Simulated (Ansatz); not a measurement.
Ga4As3N

```
CELL_PARAMETERS angstrom
-7.97883 0.00000 -11.62764
0.00000 -3.82016 0.00000
-3.08081 0.00000 5.78576
ATOMIC_POSITIONS crystal
N 0.99870 0.00000 0.65812
N 0.49870 0.50000 0.65812
As 0.75696 0.50000 0.58355
As 0.25696 0.00000 0.58355
Ga 0.83741 0.00000 0.50044
Ga 0.33741 0.50000 0.50044
Ga 0.55812 0.50000 0.43120
Ga 0.05812 0.00000 0.43120
As 0.50097 0.00000 0.17506
As 0.00097 0.50000 0.17506
As 0.74067 0.00000 0.07470
As 0.24067 0.50000 0.07470
Ga 0.81150 0.50000 0.98152
Ga 0.31150 0.00000 0.98152
Ga 0.54566 0.00000 0.84540
Ga 0.04566 0.50000 0.84540
```

Space group Cm; started from the ordered alloy on wurtzite lattice prototype, which need not be the ambient phase.

Method: DFT, HSE06, plane waves, PAW in Ansatz.

Core electrons are frozen (PAW), and the valence fields are smoothed inside the atomic spheres.

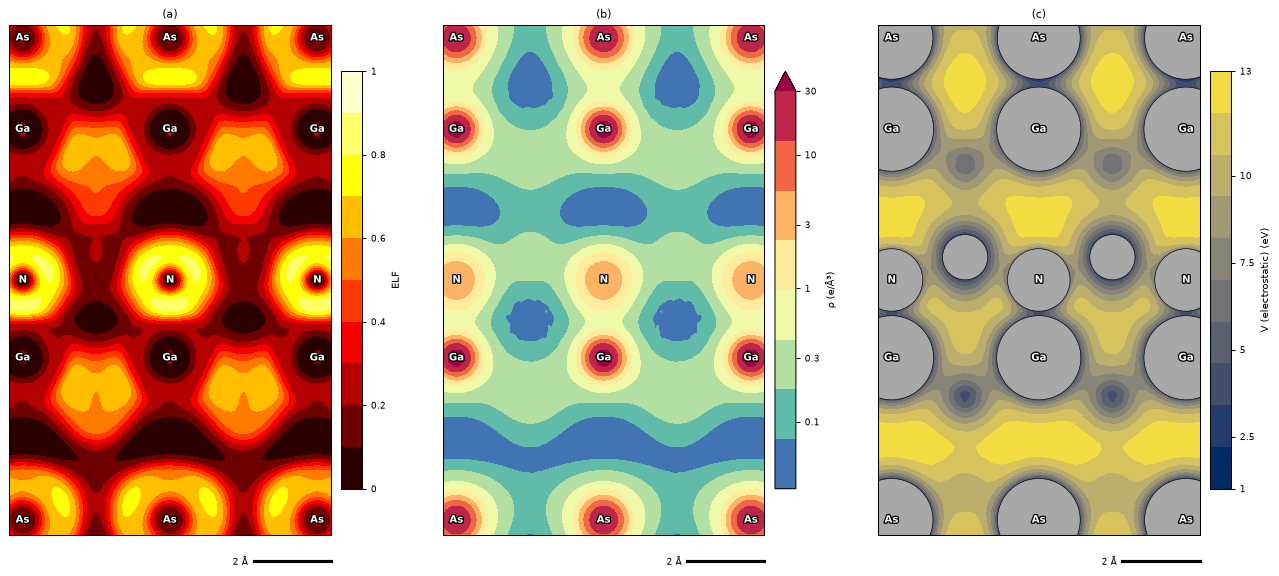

Figure 1. (a) ELF; (b) valence charge density (pseudo); (c) electrostatic potential energy of an electron on the (101̄) plane of the conventional cell. Grey discs cover the atomic cores in the potential map.

Describe what can be read from this map.

Atoms in the plane: N, Ga and As.
Atoms just off the plane (Ga, 0.9 Å away) can leave unmarked features too.
Ga–N (2.02 Å): ρ at the midpoint is about 0.66 e/Å³; the ELF peaks at about 0.85 in the valence shell of N, 0.7 Å from its nucleus, and is about 0.50 at the midpoint.
Ga–As (2.37 Å): ρ at the midpoint is about 0.57 e/Å³; the ELF peaks at about 0.80 between the atoms (a shared electron pair).
Between the atoms the lowest density in this plane is 0.03 e/Å³.
Outside the cores the potential energy rises away from the atoms and is highest about 2.1 Å from the nearest atoms; its zero is arbitrary.

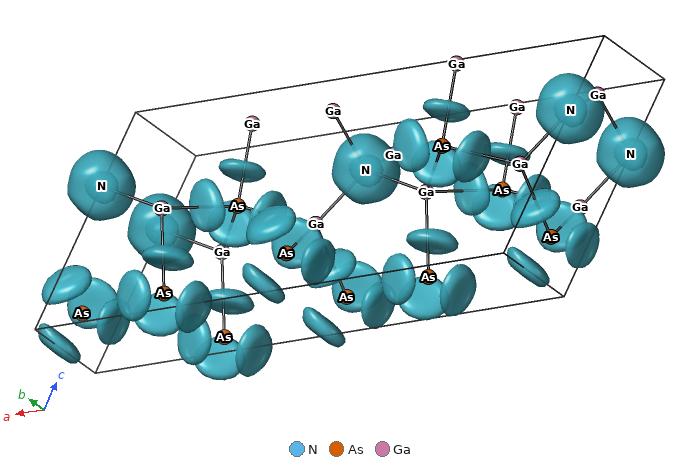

Figure 2. Isosurface of the ELF at 0.7 (cyan), seen at an oblique angle. Only the valence region is drawn (cores and ρ < 0.01 e/Å³ removed). Sticks mark near contacts.

Describe the localisation domains.

At this value the surface marks out 24 regions between bonded As–Ga atoms (shared pairs) and two regions wrapped around N (the valence shell of each), counted in one cell of 16 atoms. Any copies at cell faces, edges or corners count once. Profiles from the grid: Ga–As (2.35 Å): the ELF peaks at about 0.80 between the atoms, as expected for localised, covalent bonding.
